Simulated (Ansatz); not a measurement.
## Electronic structure of Cl₂Zn···HBr in real space

The calculation's input:

```
crystal:
  periodic: [false, false, false]
  atoms:
    - { symbol: Zn, position_ang: [0.0, 0.0, 0.0] }
    - { symbol: Cl, position_ang: [0.0, 0.0, 2.59] }
    - { symbol: Cl, position_ang: [0.0, 0.0, -2.24] }
    - { symbol: Br, position_ang: [-2.5812, 0.0, 0.8577] }
    - { symbol: H, position_ang: [-1.4645, 0.0, 2.1491] }
basis:
  gaussian: { orbitals: def2-SVP }
hamiltonian:
  xc: pbe0
relax:
  f_tol: 0.15
  max_steps: 25
  restrain:
    - { distance: [0, 3], at: 3.62, k: 30.0 }
    - { distance: [4, 1], at: 2.57, k: 30.0 }
    - { distance: [0, 1], at: 2.24, k: 30.0 }
    - { distance: [4, 3], at: 1.55, k: 30.0 }
output:
  orbitals: {}
```

Run with:

```sh
ansatz run input.yaml --threads 2 --pin off --max-ram 3072MiB --backend cpu --events-out ev --progress --plain --runs-dir out
```

The fields are those of the run's last geometry, not of the input's.

Not at a stationary point (largest force 1.6 eV/Å).

Theory: RKS PBE0/def2-SVP (Ansatz).

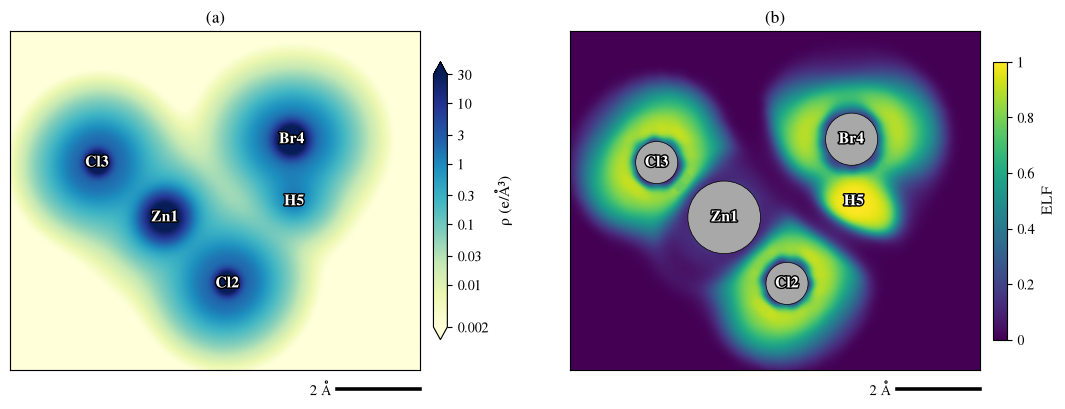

Figure 1. (a) total electron density; (b) electron localisation function on the molecular plane. Grey discs cover the atomic cores in the ELF map.

**Describe what can be read from this map.**

Atoms in the plane: Zn, Cl, Br and H.
Cl2···H5 (2.57 Å): the density falls to about 0.1 e/Å³ on the way; the ELF dips to about 0.10 between them.
Zn–Cl (2.10 Å): ρ is about 0.67 e/Å³ halfway; the ELF peaks at about 0.75 in the valence shell of Cl, 0.9 Å from its nucleus, and is about 0.40 at the midpoint.
Br–H (1.50 Å): ρ at the midpoint is about 1.4 e/Å³; the ELF climbs to about 1 towards the hydrogen, as it does in any bond to H.
Zn–Cl (2.21 Å): ρ is about 0.57 e/Å³ halfway; the ELF peaks at about 0.80 in the valence shell of Cl, 0.9 Å from its nucleus, and is about 0.45 at the midpoint.
The ELF also peaks beside Cl2, Cl3 and Br4, away from the bonds: lone-pair regions.

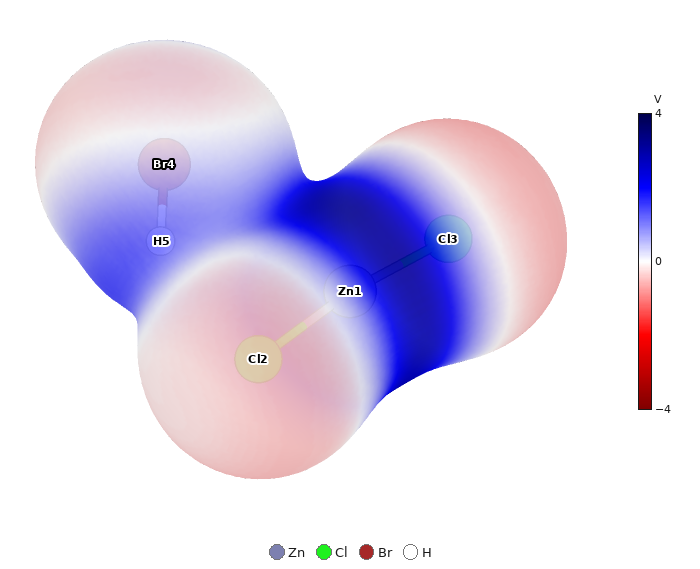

Figure 2. The molecular electrostatic potential painted on the density surface at 0.002 e/bohr³, seen at a tilt; red is negative and blue positive.

**Where is the surface potential most negative and most positive?**

The most negative region (about −0.6 V) lies over Cl3, the most positive (about +3.1 V) over Zn1. Br4 shows a σ-hole: about +0.9 V at the tip opposite its bond, against about 0.0 V on its flanks.

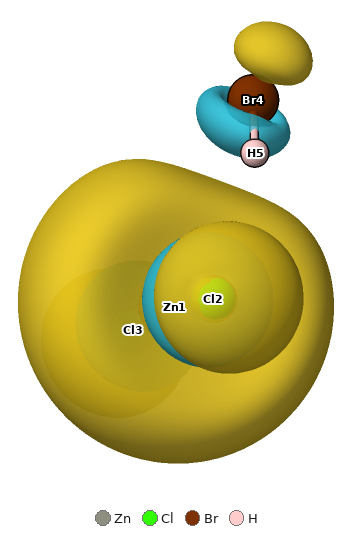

Figure 3. The LUMO at ±0.05 Å⁻³ᐟ² (yellow and cyan are the two phases), seen at an oblique angle.

**Describe this orbital and give its energy.**

It lies mainly on Zn1 (about 55 %), Cl2 (about 20 %) and Cl3 (about 20 %). Its energy is −1.86 eV.
